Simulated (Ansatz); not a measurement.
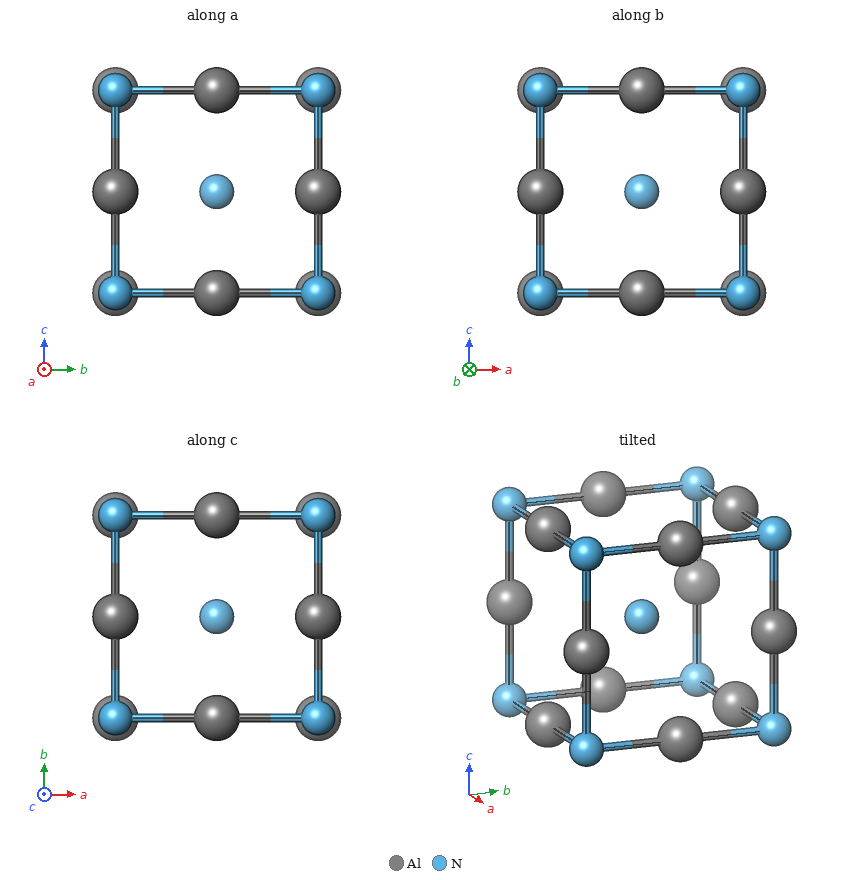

Ball-and-stick drawing of the structure, looking along the a axis, along the b axis, along the c axis and slightly off an axis. The frame is the conventional unit cell; atoms at its boundary are shown with their periodic copies.

Lattice parameters: a = 3.981 Å, b = 3.981 Å, c = 3.981 Å, α = 90.00°, β = 90.00°, γ = 90.00°.

Question: Record the structure as a table of Wyckoff sites.

Answer: Space group Pm-3m (No. 221).
```json
{"atom": "Al", "site": "3d", "x": "0.5000", "y": "0.0000", "z": "0.0000"}
{"atom": "N", "site": "1b", "x": "0.5000", "y": "0.5000", "z": "0.5000"}
{"atom": "N", "site": "1a", "x": "0.0000", "y": "0.0000", "z": "0.0000"}
```

The cell started as a random cell made by a generator, so it need not be a real form of the compound. It was relaxed with Ansatz 0.2.0, DFT PBE, scalar-relativistic, plane waves, PAW.
